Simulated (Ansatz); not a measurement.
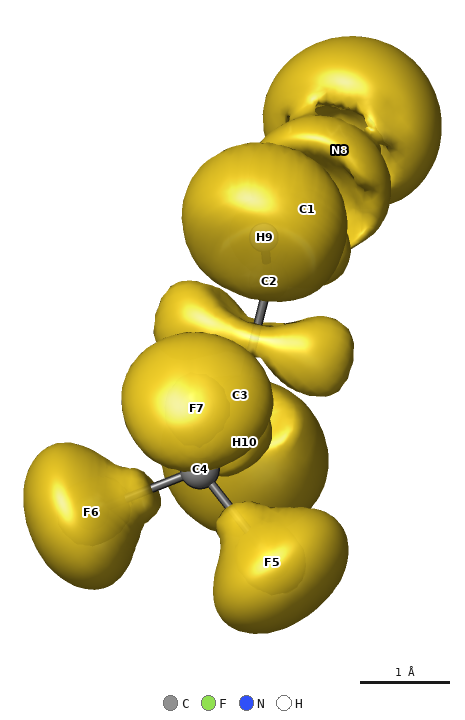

C$_{4}$H$_{2}$F$_{3}$N (SMILES N#C/C=C/C(F)(F)F). Isosurface of the electron localisation function at 0.75 (yellow), seen at an oblique angle. Core shells and regions of very low density are left out.

Geometry: PBE0-D3(BJ)/def2-SVP.

All numbers below come from isolated molecule in a Gaussian basis; Kohn-Sham density functional theory, functional PBE0 in Ansatz.

```csv
atom,x (Å),y (Å),z (Å)
C,-0.3034,-0.4901,-3.5489
C,-0.4102,-0.0751,-2.1888
C,-1.2686,-0.6301,-1.3279
C,-1.3694,-0.1841,0.0977
F,-1.1101,-1.1997,0.9230
F,-2.6036,0.2458,0.3652
F,-0.5204,0.8025,0.3812
N,-0.2039,-0.8152,-4.6570
H,0.2525,0.7344,-1.8665
H,-1.9446,-1.4396,-1.6147
```

**Identify the bonds, lone pairs and shells in this picture.**

The surface consists of three regions between bonded C–C atoms (shared pairs), two regions around hydrogen nuclei, three regions on F in which the atom's valence shell and bonds are merged and one region on N in which the atom's valence shell and bonds are merged. Profiles from the grid: C–N (1.16 Å): the ELF peaks at about 0.85 between the atoms; a short, multiple covalent bond. C–F (1.33 Å): the ELF peaks at about 0.85 between the atoms: a shared but strongly polarised pair.
